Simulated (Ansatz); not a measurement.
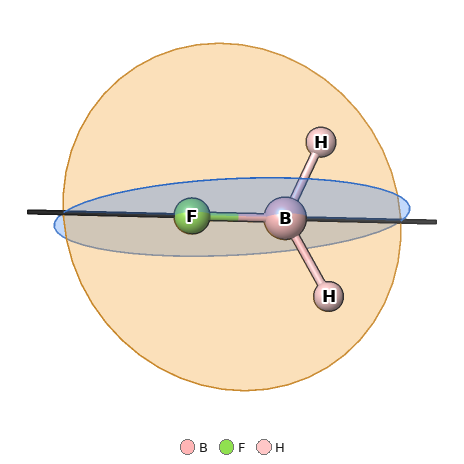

All proper rotation axes (lines) and mirror planes (discs) of the structure are drawn in. Atoms fade into the background with distance from the viewer. Computed geometry: PBE0-D4/def2-TZVP optimisation.

Question: Name the symmetry elements and the point group.

Answer: It has 1 C2 axis and 2 mirror planes. Point group C2v. The group has 4 operations. The geometry is achiral, and symmetry allows a dipole moment.
